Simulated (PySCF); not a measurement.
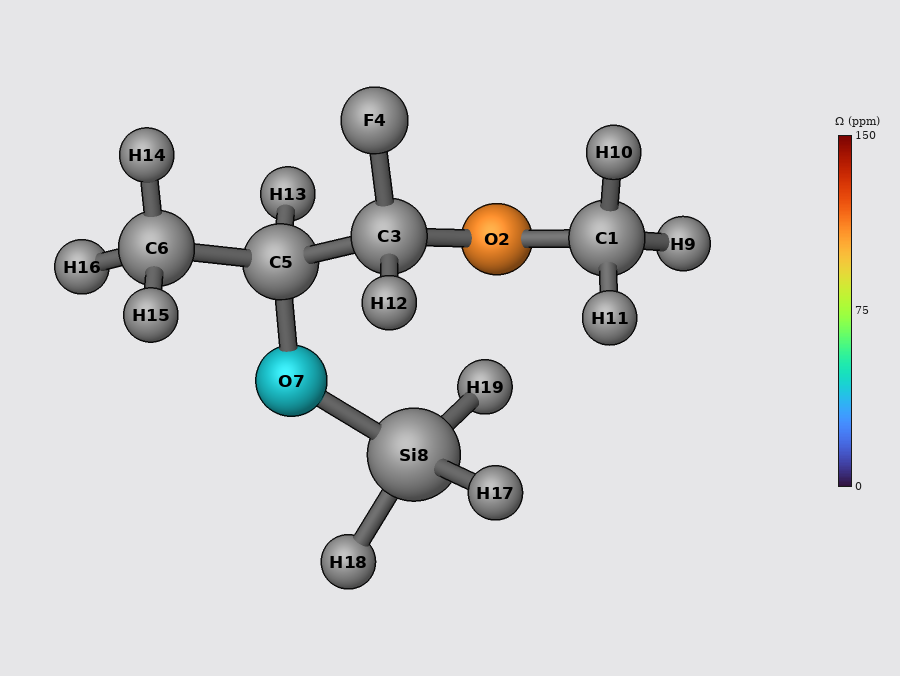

The O atoms are coloured by the span of their shielding tensor. The computed structure is the end point of a GFN2-xTB optimisation. No frequency run is at hand to confirm it as a minimum. Properties computed with GIAO PBE0/pcSseg-1 NMR shielding, non-relativistic, gas phase (PySCF 2.14.0). Principal shieldings σ11 ≤ σ22 ≤ σ33, span Ω = σ33 − σ11, skew κ = 3(σiso − σ22)/Ω.

Which O atom has the most anisotropic shielding?

O2, with a span of 110 ppm.

Give the shielding tensors of the O atoms.

| atom | σ11 | σ22 | σ33 | σiso | Ω | κ |
| --- | --- | --- | --- | --- | --- | --- |
| O2 | 192.8 | 280.1 | 302.9 | 258.6 | 110.1 | −0.59 |
| O7 | 289.2 | 321.6 | 331.7 | 314.2 | 42.5 | −0.53 |

Shieldings and span in ppm.

The geometry is semi-empirical. Around Si such bond lengths and angles can be off by a tenth of an ångström or more and by several degrees, and values that hang on the shape move with them.
